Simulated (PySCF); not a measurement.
## Electronic structure of C4H13NOSi in real space

```xyz
20

C     3.2534    0.3723   -0.3741
C     2.2352   -0.7585   -0.3667
O     0.9444   -0.2304   -0.3219
Si   -0.3752   -0.9654    0.2575
N    -1.5671    0.2567    0.1543
C    -1.5846    1.2716   -0.8698
C    -2.8701   -0.0033    0.6996
H     3.0893    1.0144   -1.2354
H     3.1460    0.9705    0.5270
H     4.2608   -0.0326   -0.4166
H     2.3378   -1.3695   -1.2730
H     2.4044   -1.4121    0.4969
H    -0.6352   -2.2000   -0.5102
H    -0.2285   -1.3173    1.6744
H    -2.2303    0.9886   -1.7109
H    -0.5743    1.4268   -1.2347
H    -1.9607    2.2109   -0.4523
H    -3.2994    0.9177    1.1044
H    -2.7913   -0.7351    1.4980
H    -3.5595   -0.3948   -0.0593
```

Geometry: GFN2-xTB, NEB image 0 of 0 to 8.

All numbers below come from PBE0/pcSseg-1, SCF density, gas phase, non-relativistic (PySCF).

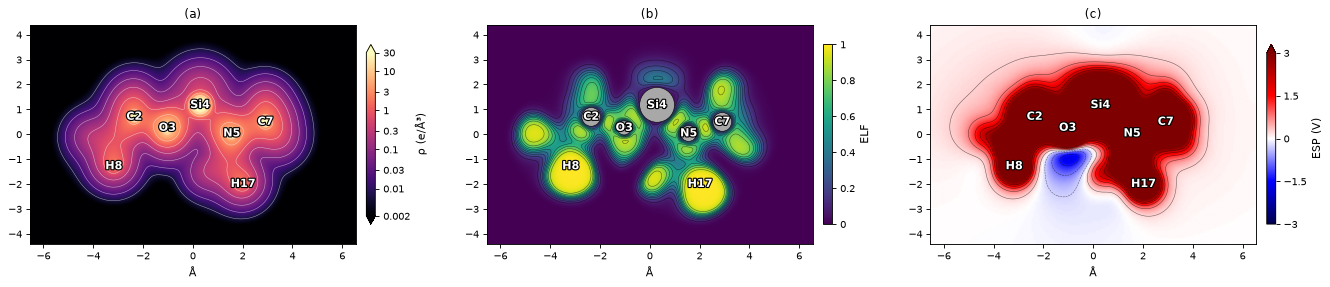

Figure 1. (a) total electron density; (b) electron localisation function; (c) molecular electrostatic potential on the plane of atoms O3, Si4 and N5. Grey discs cover the atomic cores in the ELF map.

Q: Describe what can be read from this map.

A: The section cuts through C, O, Si, N and H sites.
C–O (1.40 Å): ρ at the midpoint is about 2.1 e/Å³, with its minimum of 1.8 e/Å³ about 0.5 Å from C; the ELF peaks at about 0.90 between the atoms: a polar covalent bond.
C–N (1.44 Å): ρ is about 2 e/Å³ halfway; the ELF peaks at about 0.90 between the atoms, as expected for a covalent bond.
Si–O (1.62 Å): ρ is about 1.2 e/Å³ halfway; the ELF peaks at about 0.85 between the atoms (a short, strongly polar bond).
Si–N (1.71 Å): ρ at the midpoint is about 1.1 e/Å³; the ELF peaks at about 0.90 between the atoms: a shared but strongly polarised pair.
The ELF also peaks beside O3, away from the bonds: lone-pair regions.
Outside the dense part of the molecule the potential is most negative (−1.7 V) near O3.

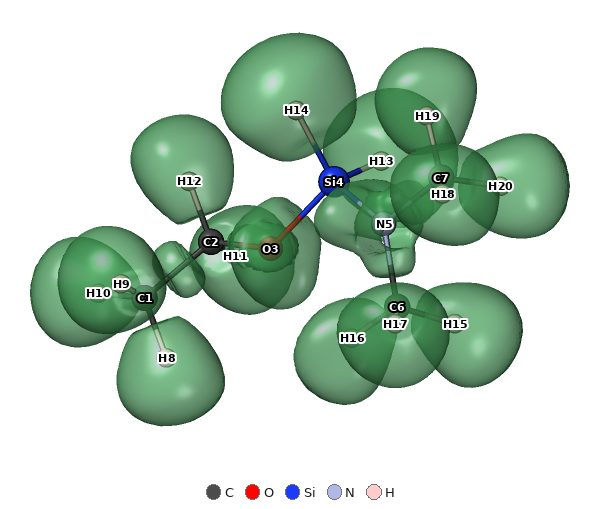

Figure 2. Isosurface of the ELF at 0.75 (green), seen at a tilt. Core shells and regions of very low density are left out.

Q: Identify the bonds, lone pairs and shells in this picture.

A: At this value the surface marks out one region between bonded C–C atoms (shared pairs), 13 regions around hydrogen nuclei, one region on N in which the atom's valence shell and bonds are merged and one region on O in which the atom's valence shell and bonds are merged.

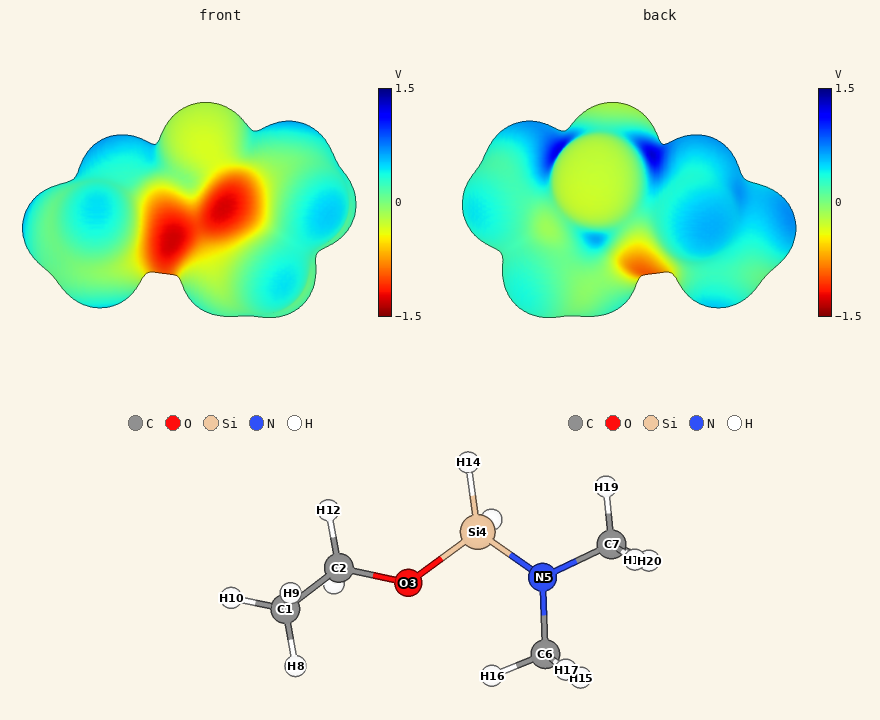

Figure 3. The molecular electrostatic potential painted on the density surface at 0.002 e/bohr³, seen from the front and from behind; the colour scale runs from red (negative) to blue (positive). The bare structure is drawn below in the same view.

Q: Describe the electrostatic potential map.

A: The most negative region (about −1.3 V) lies over O3 and N5, the most positive (about +1.1 V) over Si4.

Q: What dipole moment does the calculation give?

A: Its dipole moment is 0.47 D.
